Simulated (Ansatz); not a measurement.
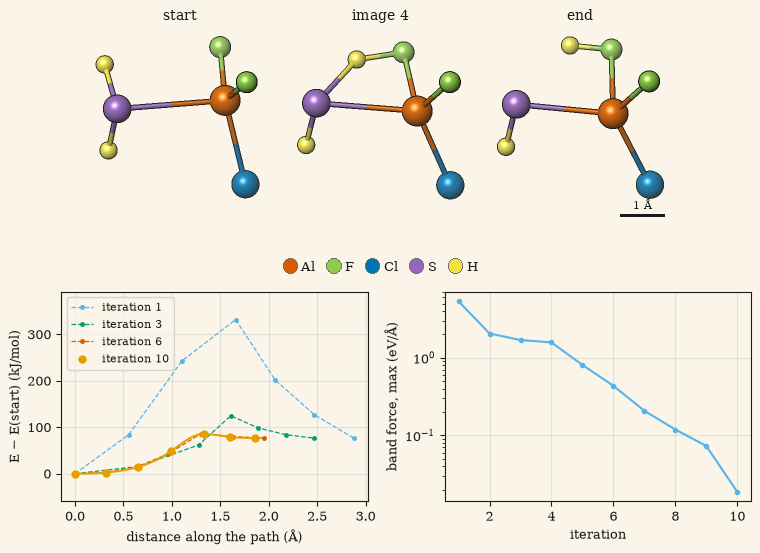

A nudged-elastic-band calculation for AlH$_{2}$SClF$_{2}$. Images are numbered from 0 (start) to 6 (end). The plot follows the band through its iterations. A ball-and-stick model, seen at a tilt.

Computed with RKS BHLYP/def2-SVP (Ansatz). Settings: 5 movable images; climbing image; force threshold 0.05 eV/Å; iteration limit 60; spring constant 0.1 eV/Å²; starting path through a guess of the saddle point.

How did the profile develop, and is the result final?

The run is converged, with reservations. The band converged in 10 iterations. The largest component of the band force went from 5.3 to 0.019 eV/Å. The climbing image converged on the top of the path. Its curvatures weren't checked. The spring constant is far from the usual few eV/Å², which spoils the spacing or the steps. The first iteration put the highest image at 332.1 kJ/mol. The highest point, image 4, lies 85.8 kJ/mol above the start and 9.1 kJ/mol above the end; the end is at +76.7 kJ/mol relative to the start.

Cost: 120 s on 2 threads of Arm Neoverse V1, with other jobs on the host, peak memory 0.2 GiB.
